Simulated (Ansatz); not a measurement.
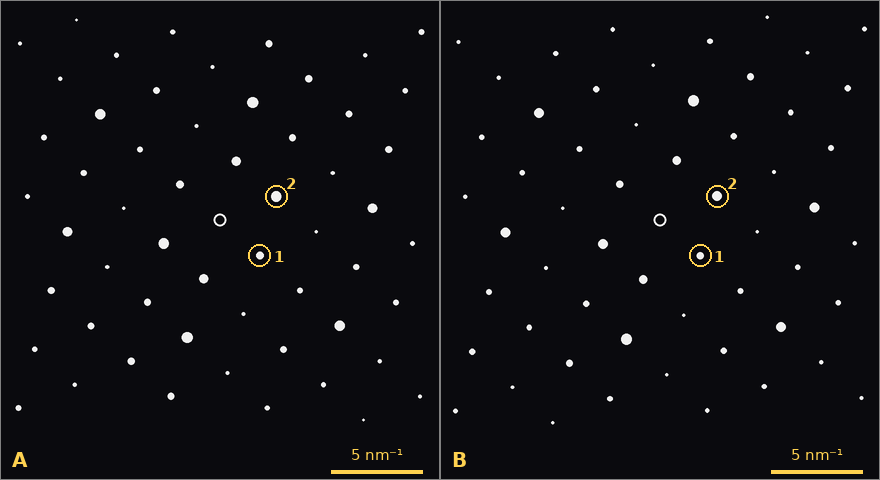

Kinematic electron diffraction patterns (300 kV, B = 0.5 Å², same scale) along [111] of the run's own cell, for the start and the end of one relaxation of Co2As3 with Ansatz 0.2.0, DFT PBE, scalar-relativistic, plane waves, PAW. k mesh 12×12×6. The start is a generated model structure, and the relaxation ends in the nearest stationary point of its symmetry, not necessarily the ground state. Spot 1 is -1 1 0 and spot 2 is -1 0 1 in both.

Start structure:

```yaml
crystal:
  lattice:
    - [3.91141, 0.00000, 0.00000]
    - [-1.95570, 3.38738, 0.00000]
    - [0.00000, 0.00000, 6.08551]
  atoms:
    - { symbol: Co, position: [0.33333, 0.66667, 0.24500] }
    - { symbol: Co, position: [0.66667, 0.33333, 0.75500] }
    - { symbol: As, position: [0.00000, 0.00000, 0.00000] }
    - { symbol: As, position: [0.33333, 0.66667, 0.64500] }
    - { symbol: As, position: [0.66667, 0.33333, 0.35500] }
```

Which pattern belongs to the start structure, and which to the relaxed one?

Answer. A is the start: its cell gives d(1) = 3.387 Å, d(2) = 2.960 Å and an angle of 64.1°. B is the relaxed structure, with d(1) = 3.357 Å (-0.9 %), d(2) = 2.917 Å (-1.4 %) and 64.2°.

Name reflections whose intensity changes strongly on relaxation.

Answer. 3 0 -3 goes from 16 to 5.5 % of the strongest spot; 0 3 -3 goes from 16 to 5.5 % of the strongest spot; 2 1 -3 goes from 13 to 4.8 % of the strongest spot.

Summarise the relaxation behind the change.

Answer. The volume changed by -4.8 % to 15.35 Å³ an atom; with the mean shift removed, the atoms moved by up to 0.16 Å relative to the cell (Co most); the space group stayed P-3m1 (No. 164); the free energy fell by 15 meV an atom. Relaxed cell: a = 3.876 Å, b = 3.876 Å, c = 5.897 Å, α = 90.00°, β = 90.00°, γ = 120.00°.
